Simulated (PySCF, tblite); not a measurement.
# B2H4O: bond homolysis, part 1 of 2

Aim: compute the bond homolysis of B2H4O (`BOB`).

Computed with tblite 0.8.0 and PySCF 2.14.0 and routines of our own; the level stands in each step. Atoms count from 0.

## (1) The starting structure

7 atoms, charge 0, multiplicity 1; geometry from: start built from the parent or by distance geometry.

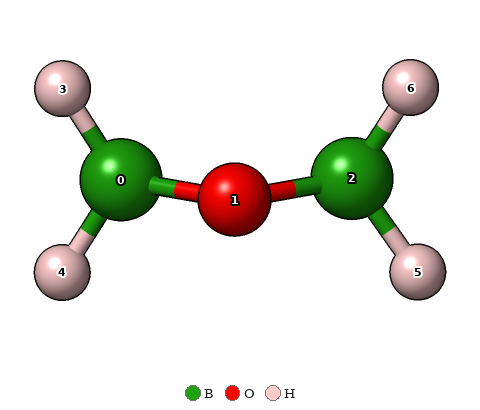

The starting geometry (boron green, oxygen red, hydrogen pink).

## (2) Geometry optimisation with GFN2-xTB

What the job is given:

```
{"job": {"kind": "relax", "xc": "GFN2-xTB", "basis": "xTB"}, "charge": 0, "multiplicity": 1}
B      1.128800    -0.213400    -0.345000
O      0.192700     0.114200     0.734400
B     -1.181700     0.164500     0.320300
H      1.576600    -1.270100    -0.391500
H      1.854300     0.662800    -0.648600
H     -1.686900     1.255200     0.439300
H     -1.877200    -0.703500     0.736500
```

The run is started by

```
> OMP_NUM_THREADS=1 python redox_run.py task.json out
```

One launch serves the whole session: the jobs run in the order shown.

The program printed:

```text
step      E/eV     max force
  0    -233.63950    4.304
  1    -234.20601    2.848
  2    -234.65317    3.388
  3    -234.78867    1.444
  4    -234.84626    0.640
  5    -234.85838    0.318
  6    -234.86656    0.308
  7    -234.87351    0.298
  8    -234.88111    0.304
  9    -234.89457    0.417
 10    -234.91587    0.511
 11    -234.94461    0.517
 12    -234.98032    0.618
 13    -235.00072    0.370
 14    -235.00813    0.279
 15    -235.01640    0.299
 16    -235.02363    0.333
 17    -235.03871    0.457
 18    -235.06730    0.631
 19    -235.10143    0.784
 20    -235.14621    0.726
 21    -235.17650    1.035
 22    -235.23678    0.601
 23    -235.25966    0.510
 24    -235.29910    0.530
 25    -235.32519    0.528
 26    -235.34591    0.500
 27    -235.37732    0.645
 28    -235.42918    0.789
 29    -235.48188    1.358
 30    -235.53479    0.800
 31    -235.61418    0.845
 32    -235.63568    0.525
 33    -235.65370    0.288
 34    -235.66312    0.269
 35    -235.67067    0.252
 36    -235.67723    0.295
 37    -235.68864    0.380
 38    -235.70724    0.382
 39    -235.71857    0.503
 40    -235.72750    0.369
 41    -235.73406    0.300
 42    -235.73852    0.207
 43    -235.74141    0.199
 44    -235.74325    0.174
 45    -235.74469    0.125
 46    -235.74549    0.092
 47    -235.74603    0.103
 48    -235.74652    0.083
 49    -235.74688    0.053
 50    -235.74704    0.030
 51    -235.74710    0.020
 52    -235.74713    0.022
 53    -235.74715    0.014
 54    -235.74716    0.004
```

It took 0.18 s on 1 thread of Arm Neoverse N1, shared host.

Along the way: (not every step is listed)

```csv
step,energy from step 0 (eV),largest force (eV/Å)
0,0.0000,4.3042
1,-0.5665,2.8480
2,-1.0137,3.3878
3,-1.1492,1.4440
4,-1.2068,0.6395
5,-1.2189,0.3178
6,-1.2271,0.3077
7,-1.2340,0.2976
8,-1.2416,0.3038
12,-1.3408,0.6177
16,-1.3841,0.3334
20,-1.5067,0.7261
24,-1.6596,0.5297
28,-1.7897,0.7894
32,-1.9962,0.5254
36,-2.0377,0.2949
40,-2.0880,0.3692
44,-2.1037,0.1737
48,-2.1070,0.0825
49,-2.1074,0.0535
50,-2.1075,0.0300
51,-2.1076,0.0199
52,-2.1076,0.0220
53,-2.1077,0.0143
54,-2.1077,0.0041
```

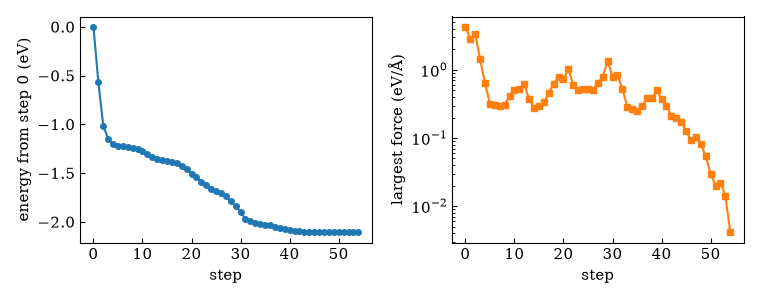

Energy and largest force along the relaxation.

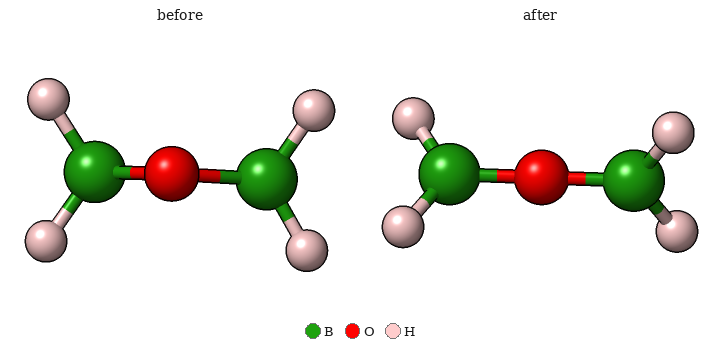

Before and after, at one scale.

Close pairs (by a distance rule), those that changed most:

```csv
bond,before (Å),after (Å),change (Å)
B0–O1,1.466,1.295,-0.171
O1–B2,1.436,1.295,-0.142
B0–H3,1.149,1.180,+0.032
B2–H5,1.208,1.180,-0.028
B2–H6,1.188,1.180,-0.007
B0–H4,1.177,1.180,+0.003
```

The end geometry stands in the next job.

## (3) Vibrational analysis with GFN2-xTB

What the job is given:

```
{"job": {"kind": "ir", "xc": "GFN2-xTB", "basis": "xTB"}, "charge": 0, "multiplicity": 1}
B      1.199406    -0.203880    -0.323649
O      0.001083     0.001494     0.120877
B     -1.197445     0.206750     0.565077
H      1.391326    -1.074123    -1.097477
H      2.083905     0.481584     0.051530
H     -1.911415     0.949633    -0.010523
H     -1.560193    -0.351650     1.539601
```

The program printed:

```text
mode    cm-1     km/mol
  1     229.3      0.41
  2     229.4      0.41
  3     565.1      0.00
  4     881.3    115.43
  5     881.5    115.44
  6     950.9     34.51
  7     950.9     34.45
  8     998.6      0.00
  9    1194.4     87.50
 10    1261.5      0.00
 11    1644.9    177.68
 12    2536.4    300.19
 13    2543.8      0.51
 14    2547.5    178.66
 15    2547.8    178.85
ZPE 119.406  H(298)-E 133.228  G(298)-E 57.960 kJ/mol  S 252.45 J/(mol K)
```

Run time: 0.32 s. Hardware: 1 thread of Arm Neoverse N1, shared host.

Which atoms move in the most intense modes:

```csv
cm⁻¹,km/mol,atoms
881,115.4,"H3 35 %, H4 35 %, B0 26 %"
882,115.4,"H6 35 %, H5 35 %, B2 26 %"
951,34.5,"H6 34 %, H5 34 %, B2 21 %"
1194,87.5,"H4 23 %, H3 23 %, H5 23 %, H6 23 %"
1645,177.7,"O1 59 %, B0 20 %, B2 20 %"
2536,300.2,"H6 26 %, H3 24 %, H5 24 %, H4 24 %"
2548,178.7,"H5 49 %, H6 40 %, B2 11 %"
2548,178.8,"H4 45 %, H3 44 %, B0 11 %"
```

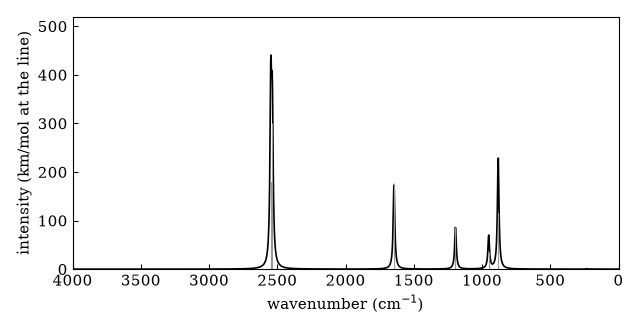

The infrared spectrum from these modes, unscaled. Lines are broadened to a width of 14 cm⁻¹ (Lorentzian).

## (4) Optimising the geometry at PBE0-D3(BJ)/def2-SVP

Settings changed since step 3:

```diff
@@ -1,2 +1,2 @@
-{"job": {"kind": "ir", "xc": "GFN2-xTB", "basis": "xTB"}, "charge": 0, "multiplicity": 1}
+{"job": {"xc": "PBE0", "basis": "def2-SVP", "d3": "d3bj", "grid": 1, "kind": "geom"}, "charge": 0, "multiplicity": 1}
 B      1.199406    -0.203880    -0.323649
```

The program printed:

```text
step   0  E = -127.11852599  max force = 0.026272
step   1  E = -127.12313856  max force = 0.000870
step   2  E = -127.12314063  max force = 0.000043
optimisation converged
```

It took 4 s on 1 thread of Arm Neoverse N1, shared host.

Relaxation path:

```csv
step,energy from step 0 (eV),largest force component (eV/Å)
0,0.0000,1.3510
1,-0.1255,0.0447
2,-0.1256,0.0022
```

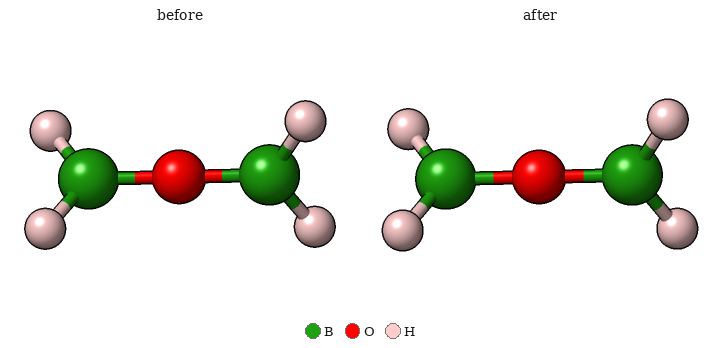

The geometry before (left) and after (right).

Distances of close pairs at the start and the end, largest changes first:

```csv
bond,before (Å),after (Å),change (Å)
B0–O1,1.295,1.333,+0.039
O1–B2,1.295,1.333,+0.039
B2–H5,1.180,1.210,+0.029
B0–H4,1.180,1.210,+0.029
B0–H3,1.180,1.210,+0.029
B2–H6,1.180,1.210,+0.029
```

The next job starts from the end point, and lists it.

```csv
at the end point,value
point group (found at 0.08 Å tolerance),D2d
"rotational constants (GHz, main isotopes)","111.0, 9.002, 9.002"
dipole moment (D),0.00
```

## (5) Harmonic vibrations (B₂H₄O): PBE0-D3(BJ)/def2-SVP

What the job is given:

```
{"job": {"xc": "PBE0", "basis": "def2-SVP", "d3": "d3bj", "grid": 2, "kind": "hessian"}, "charge": 0, "multiplicity": 1}
B      1.235996    -0.209359    -0.337069
O      0.001729     0.002836     0.120502
B     -1.232623     0.214871     0.577931
H      1.411892    -1.105982    -1.129656
H      2.129267     0.503453     0.059209
H     -1.948752     0.980122    -0.025918
H     -1.585757    -0.366691     1.578013
```

The program printed:

```text
coarse grid: 5744 points
cycle   1  E = -127.0461323854  dE =  1.029e-01  |g| = 5.106e-01  |ddm| = 2.549e+00
cycle   2  E = -126.9330532205  dE =  1.131e-01  |g| = 9.216e-01  |ddm| = 9.129e-01
cycle   3  E = -127.0958233147  dE = -1.628e-01  |g| = 3.154e-02  |ddm| = 6.131e-01
cycle   4  E = -127.0960655281  dE = -2.422e-04  |g| = 3.438e-03  |ddm| = 3.260e-02
cycle   5  E = -127.0960693114  dE = -3.783e-06  |g| = 3.602e-04  |ddm| = 4.699e-03
final grid: 55112 points
cycle   6  E = -127.1231833821  dE = -1.704e-05  |g| = 5.630e-03  |ddm| = 1.376e-02
cycle   7  E = -127.1231741603  dE =  9.222e-06  |g| = 9.231e-03  |ddm| = 8.992e-03
cycle   8  E = -127.1231897484  dE = -1.559e-05  |g| = 4.682e-04  |ddm| = 5.799e-03
cycle   9  E = -127.1231898233  dE = -7.482e-08  |g| = 6.396e-05  |ddm| = 6.917e-04
cycle  10  E = -127.1231898241  dE = -7.957e-10  |g| = 1.121e-05  |ddm| = 6.269e-05
cycle  11  E = -127.1231898241  dE = -2.584e-11  |g| = 2.584e-06  |ddm| = 1.140e-05
converged SCF energy = -127.1231898241

mode    cm-1
  1     167.2
  2     176.9
  3     450.9
  4     967.9
  5     986.3
  6     986.5
  7    1030.8
  8    1030.9
  9    1222.7
 10    1297.2
 11    1618.7
 12    2555.1
 13    2576.0
 14    2667.3
 15    2667.4
ZPE 122.030  H(298)-E 136.381  G(298)-E 59.465 kJ/mol  S 257.98 J/(mol K)
```

Wall time 30 s (1 thread of Arm Neoverse N1, shared host); peak memory 0.89 GiB.

Zero-point energy 122.03 kJ/mol (xTB gave 119.41).

## (6) Single point (B₂H₄O): M06-2X/def2-TZVP

Geometry: PBE0-D3(BJ)/def2-SVP.

Settings changed since step 5:

```diff
@@ -1,2 +1,2 @@
-{"job": {"xc": "PBE0", "basis": "def2-SVP", "d3": "d3bj", "grid": 2, "kind": "hessian"}, "charge": 0, "multiplicity": 1}
+{"job": {"kind": "sp", "xc": "M06-2X", "basis": "def2-TZVP", "grid": 3}, "charge": 0, "multiplicity": 1}
 B      1.235996    -0.209359    -0.337069
```

The program printed:

```text
coarse grid: 25432 points
cycle   1  E = -127.3229827600  dE =  1.942e-01  |g| = 5.199e-01  |ddm| = 2.010e+00
cycle   2  E = -127.2931346645  dE =  2.985e-02  |g| = 6.953e-01  |ddm| = 5.520e-01
cycle   3  E = -127.3738704291  dE = -8.074e-02  |g| = 2.743e-02  |ddm| = 2.804e-01
cycle   4  E = -127.3741135643  dE = -2.431e-04  |g| = 4.598e-03  |ddm| = 4.434e-02
cycle   5  E = -127.3741202391  dE = -6.675e-06  |g| = 8.443e-04  |ddm| = 7.387e-03
final grid: 81408 points
cycle   6  E = -127.3745693924  dE = -4.413e-06  |g| = 1.380e-03  |ddm| = 1.807e-02
cycle   7  E = -127.3745693356  dE =  5.678e-08  |g| = 1.687e-03  |ddm| = 1.662e-03
cycle   8  E = -127.3745697800  dE = -4.444e-07  |g| = 1.110e-04  |ddm| = 6.527e-04
cycle   9  E = -127.3745697856  dE = -5.575e-09  |g| = 3.979e-05  |ddm| = 1.397e-04
converged SCF energy = -127.3745697856
```

It took 6.1 s on 1 thread of Arm Neoverse N1, shared host; peak memory 0.51 GiB.

## (7) Relaxing the molecule with GFN2-xTB

This step treats BH2 radical, labelled `[BH2]` (the label fixes atoms and charge, not where charge and spin sit).

What the job is given:

```
{"job": {"kind": "relax", "xc": "GFN2-xTB", "basis": "xTB"}, "charge": 0, "multiplicity": 2}
B      1.252200    -0.215500    -0.342400
H      1.401200    -1.097300    -1.152700
H      2.146700     0.495800     0.062400
```

The program printed:

```text
step      E/eV     max force
  0     -57.90090    1.109
  1     -57.94058    0.654
  2     -57.95928    0.154
  3     -57.95984    0.034
  4     -57.95987    0.026
  5     -57.95999    0.023
  6     -57.96002    0.011
  7     -57.96002    0.001
```

It took 0.02 s on 1 thread of Arm Neoverse N1, shared host.

The steps of the relaxation:

```csv
step,energy from step 0 (eV),largest force (eV/Å)
0,0.0000,1.1094
1,-0.0397,0.6537
2,-0.0584,0.1538
3,-0.0589,0.0336
4,-0.0590,0.0258
5,-0.0591,0.0226
6,-0.0591,0.0106
7,-0.0591,0.0014
```

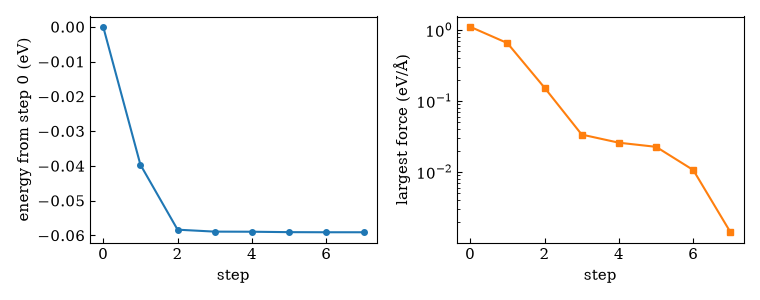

Energy and largest force along the relaxation.

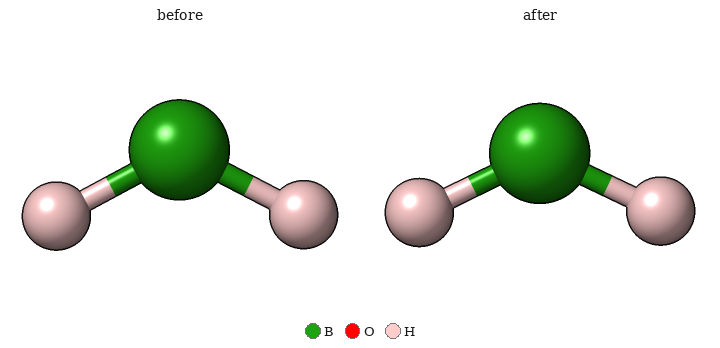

The geometry before (left) and after (right).

Distances of close pairs at the start and the end, largest changes first:

```csv
bond,before (Å),after (Å),change (Å)
B0–H2,1.212,1.159,-0.053
B0–H1,1.207,1.159,-0.048
```

The end geometry stands in the next job.

## (8) Infrared spectrum with GFN2-xTB

What the job is given:

```
{"job": {"kind": "ir", "xc": "GFN2-xTB", "basis": "xTB"}, "charge": 0, "multiplicity": 2}
B      1.290484    -0.220355    -0.356013
H      1.391343    -1.076014    -1.131561
H      2.118290     0.479406     0.054950
```

The program printed:

```text
mode    cm-1     km/mol
  1     870.8     32.28
  2    2690.4      6.12
  3    2772.0    144.32
ZPE 37.881  H(298)-E 47.955  G(298)-E -9.846 kJ/mol  S 193.87 J/(mol K)
```

It took 0.09 s on 1 thread of Arm Neoverse N1, shared host.

Which atoms move in the most intense modes:

```csv
cm⁻¹,km/mol,atoms
871,32.3,"H1 44 %, H2 44 %, B0 13 %"
2690,6.1,"H2 49 %, H1 49 %"
2772,144.3,"H1 44 %, H2 43 %, B0 13 %"
```

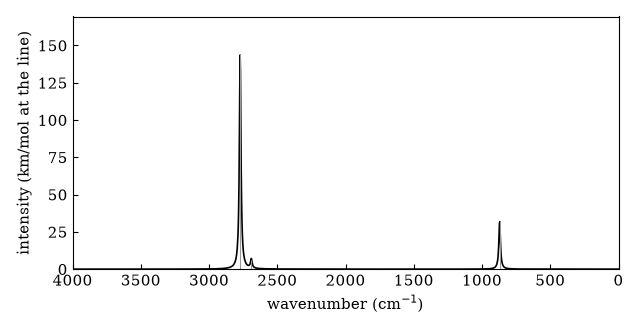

The infrared spectrum from these modes, unscaled. Lines are broadened to a width of 14 cm⁻¹ (Lorentzian).

## (9) Optimising the geometry at PBE0-D3(BJ)/def2-SVP

This step treats BH2 radical, labelled `[BH2]` (the label fixes atoms and charge, not where charge and spin sit).

What the job is given:

```
{"job": {"xc": "PBE0", "basis": "def2-SVP", "d3": "d3bj", "grid": 1, "kind": "geom"}, "charge": 0, "multiplicity": 2}
B      1.290484    -0.220355    -0.356013
H      1.391343    -1.076014    -1.131561
H      2.118290     0.479406     0.054950
```

The program printed:

```text
step   0  E = -25.86365463  max force = 0.017939
step   1  E = -25.86566585  max force = 0.000555
step   2  E = -25.86566748  max force = 0.000059
optimisation converged
```

It took 0.78 s on 1 thread of Arm Neoverse N1, shared host.

Along the way:

```csv
step,energy from step 0 (eV),largest force component (eV/Å)
0,0.0000,0.9225
1,-0.0547,0.0285
2,-0.0548,0.0030
```

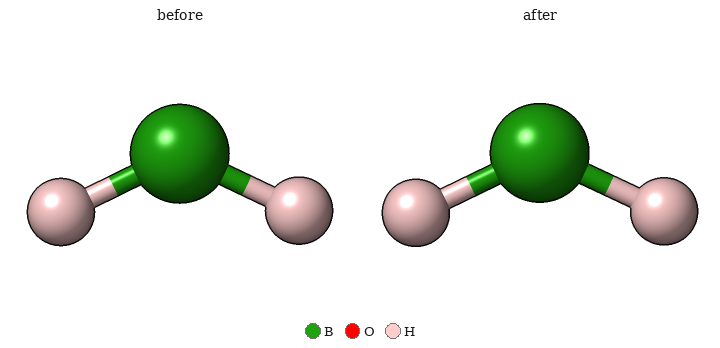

The geometry before (left) and after (right).

Distances of close pairs at the start and the end, largest changes first:

```csv
bond,before (Å),after (Å),change (Å)
B0–H1,1.159,1.205,+0.046
B0–H2,1.159,1.205,+0.046
```

The end geometry stands in the next job.

```csv
at the end point,value
point group (found at 0.08 Å tolerance),C2v
"rotational constants (GHz, main isotopes)","1101.8, 211.9, 177.7"
dipole moment (D),0.51
⟨S²⟩,0.751
```

## (10) Harmonic vibrations (BH2 radical): PBE0-D3(BJ)/def2-SVP

What the job is given:

```
{"job": {"xc": "PBE0", "basis": "def2-SVP", "d3": "d3bj", "grid": 2, "kind": "hessian"}, "charge": 0, "multiplicity": 2}
B      1.281975    -0.219015    -0.352775
H      1.380430    -1.109689    -1.158579
H      2.137920     0.511608     0.078359
```

The program printed:

```text
coarse grid: 2328 points
cycle   1  E = -25.8557351759  dE = -1.686e-01  |g| = 6.313e-02  |ddm| = 1.063e+00
cycle   2  E = -25.8600042939  dE = -4.269e-03  |g| = 1.536e-02  |ddm| = 1.184e-01
cycle   3  E = -25.8602906270  dE = -2.863e-04  |g| = 6.585e-03  |ddm| = 3.341e-02
cycle   4  E = -25.8603380337  dE = -4.741e-05  |g| = 1.280e-03  |ddm| = 1.459e-02
cycle   5  E = -25.8603409411  dE = -2.907e-06  |g| = 2.660e-04  |ddm| = 3.577e-03
final grid: 21952 points
cycle   6  E = -25.8656677421  dE = -5.622e-06  |g| = 8.597e-04  |ddm| = 5.511e-03
cycle   7  E = -25.8656682043  dE = -4.622e-07  |g| = 4.515e-04  |ddm| = 1.926e-03
cycle   8  E = -25.8656683756  dE = -1.713e-07  |g| = 2.369e-05  |ddm| = 7.342e-04
cycle   9  E = -25.8656683778  dE = -2.198e-09  |g| = 1.004e-05  |ddm| = 1.009e-04
cycle  10  E = -25.8656683786  dE = -8.014e-10  |g| = 5.359e-06  |ddm| = 6.439e-05
cycle  11  E = -25.8656683789  dE = -3.572e-10  |g| = 2.600e-06  |ddm| = 5.271e-05
cycle  12  E = -25.8656683790  dE = -9.511e-11  |g| = 6.664e-07  |ddm| = 3.569e-05
converged SCF energy = -25.8656683790

mode    cm-1
  1     973.2
  2    2579.0
  3    2756.0
ZPE 37.732  H(298)-E 47.755  G(298)-E -10.249 kJ/mol  S 194.54 J/(mol K)
```

Run time: 3.2 s. Hardware: 1 thread of Arm Neoverse N1, shared host.

Zero-point energy 37.73 kJ/mol (xTB gave 37.88).

## (11) Optimising the geometry with GFN2-xTB

This step treats BH₂O radical, labelled `B[O]` (the label fixes atoms and charge, not where charge and spin sit).

What the job is given:

```
{"job": {"kind": "relax", "xc": "GFN2-xTB", "basis": "xTB"}, "charge": 0, "multiplicity": 2}
O      0.018000    -0.003300     0.115200
B     -1.243400     0.223500     0.554900
H     -1.931300     0.972500    -0.022700
H     -1.588300    -0.352100     1.557400
```

The program printed:

```text
step      E/eV     max force
  0    -170.66724    5.140
  1    -170.96907    2.219
  2    -170.99821    0.942
  3    -171.00868    0.405
  4    -171.01944    0.538
  5    -171.02866    0.680
  6    -171.03617    0.409
  7    -171.03886    0.162
  8    -171.03981    0.089
  9    -171.03999    0.046
 10    -171.04001    0.018
 11    -171.04002    0.013
 12    -171.04003    0.012
 13    -171.04003    0.008
```

Wall time 0.04 s (1 thread of Arm Neoverse N1, shared host).

Step by step:

```csv
step,energy from step 0 (eV),largest force (eV/Å)
0,0.0000,5.1400
1,-0.3018,2.2192
2,-0.3310,0.9418
3,-0.3414,0.4049
4,-0.3522,0.5383
5,-0.3614,0.6801
6,-0.3689,0.4086
7,-0.3716,0.1620
8,-0.3726,0.0894
9,-0.3727,0.0465
10,-0.3728,0.0176
11,-0.3728,0.0129
12,-0.3728,0.0124
13,-0.3728,0.0079
```

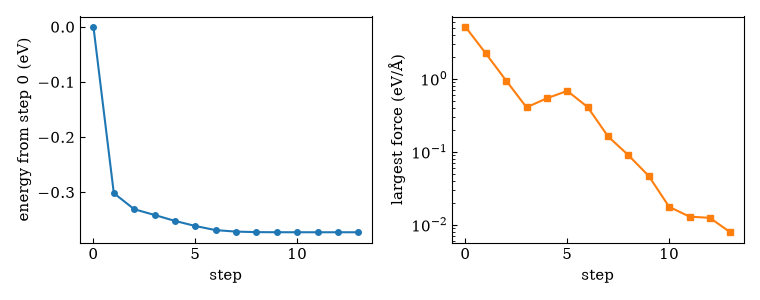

Energy and force, step by step.

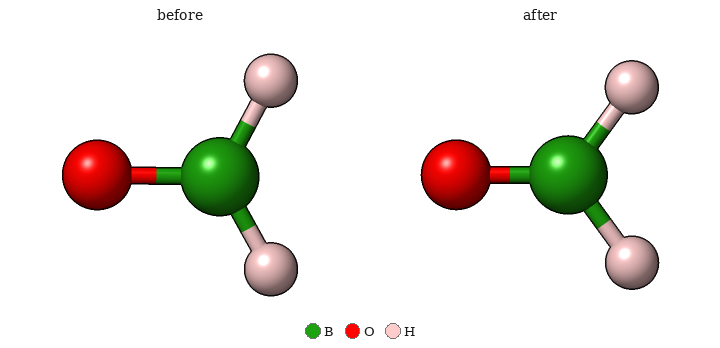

The geometry before (left) and after (right).

Distances of close pairs at the start and the end, largest changes first:

```csv
bond,before (Å),after (Å),change (Å)
O0–B1,1.355,1.238,-0.117
B1–H2,1.170,1.200,+0.031
B1–H3,1.206,1.200,-0.006
```

The final coordinates are the input of the step that follows.

## (12) Vibrational analysis with GFN2-xTB

What the job is given:

```
{"job": {"kind": "ir", "xc": "GFN2-xTB", "basis": "xTB"}, "charge": 0, "multiplicity": 2}
O     -0.000049     0.000076     0.116489
B     -1.146943     0.203354     0.537048
H     -1.959185     0.934746     0.041132
H     -1.638758    -0.297493     1.510152
```

The program printed:

```text
mode    cm-1     km/mol
  1     596.9      4.84
  2     776.5     21.94
  3     982.2     17.90
  4    1667.6     28.35
  5    2192.8      0.05
  6    2293.0     13.22
ZPE 50.894  H(298)-E 61.570  G(298)-E -6.339 kJ/mol  S 227.77 J/(mol K)
```

It took 0.11 s on 1 thread of Arm Neoverse N1, shared host.

Which atoms move in the most intense modes:

```csv
cm⁻¹,km/mol,atoms
597,4.8,"H3 33 %, H2 33 %, B1 25 %"
776,21.9,"H3 34 %, H2 34 %, B1 30 %"
982,17.9,"H2 48 %, H3 47 %"
1668,28.4,"B1 54 %, O0 43 %"
2293,13.2,"H3 49 %, H2 46 %"
```

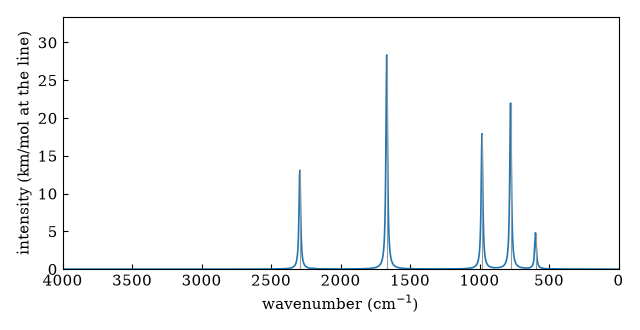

The infrared spectrum from these modes, unscaled. Lines are broadened to a width of 14 cm⁻¹ (Lorentzian).

(Continued in part 2 of 2.)
